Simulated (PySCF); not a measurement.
## Electronic structure of C2H9BO4Si (SMILES CO[SiH](C)OB(O)O) in real space

The calculation's input:

```
{"job": {"kind": "nmr", "xc": "PBE0", "basis": "pcSseg-1"}, "charge": 0, "multiplicity": 1}
Si    -0.315492     0.038542     0.375027
C     -0.184945    -1.655768    -0.379183
O      0.997230     0.978651    -0.032296
B      2.333712     0.748326     0.095600
O      2.774163    -0.437375     0.609885
O      3.241087     1.692156    -0.287990
O     -1.597019     0.891466    -0.246073
C     -2.936125     0.516923    -0.119373
H     -0.438266    -0.027426     1.862690
H     -1.039034    -2.292184    -0.099359
H      0.739447    -2.141334    -0.031396
H     -0.149645    -1.585584    -1.477677
H      3.734747    -0.470881     0.650288
H      2.798070     2.475857    -0.628093
H     -3.566220     1.274730    -0.610176
H     -3.254769     0.449552     0.938114
H     -3.148886    -0.456965    -0.599482
```

Launched as:

```sh
OMP_NUM_THREADS=1 python cluster_run.py task.json out
```

Geometry: PBE0-D3(BJ)/def2-SVP.

Computed with PBE0/pcSseg-1, SCF density, gas phase, non-relativistic (PySCF).

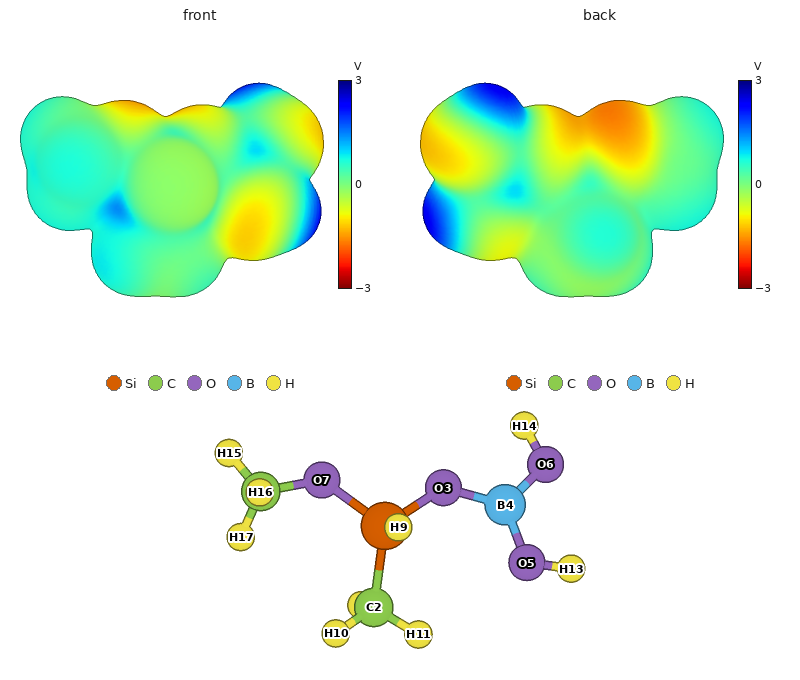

Figure 1. The molecular electrostatic potential painted on the density surface at 0.002 e/bohr³, seen from the front and from behind; the colour scale runs from red (negative) to blue (positive). The bare structure is drawn below in the same view.

Describe the electrostatic potential map.

Answer. The most negative region (about −1.6 V, or −37 kcal/mol for a unit charge) lies over O7, the most positive (about +2.3 V, or +53 kcal/mol for a unit charge) over H13 and H14. O7 is the likeliest acceptor of a hydrogen bond.

How polar is the molecule by this calculation?

Answer. Its dipole moment is 0.91 D.

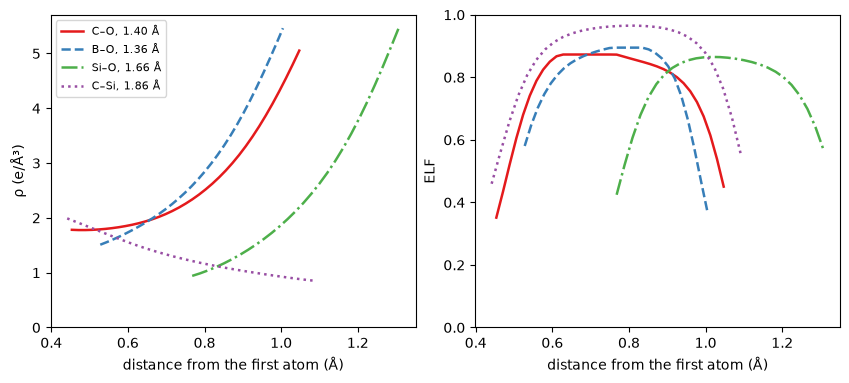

Figure 2. Total electron density and ELF along straight lines between neighbouring atoms. The curves leave out the atomic cores.

What can be read from the curves?

Answer. C–O (1.40 Å): the density is about 2.1 e/Å³ at the midpoint, with its minimum of 1.8 e/Å³ about 0.5 Å from C; the ELF peaks at about 0.85 between the atoms; a polar covalent bond.
B–O (1.36 Å): ρ is about 2.1 e/Å³ halfway; the ELF peaks at about 0.90 between the atoms (a polar covalent bond).
Si–O (1.66 Å): the density is about 1.1 e/Å³ at the midpoint; the ELF peaks at about 0.85 between the atoms; a shared but strongly polarised pair.
C–Si (1.86 Å): ρ at the midpoint is about 1 e/Å³; the ELF peaks at about 0.95 between the atoms, as expected for a covalent bond.
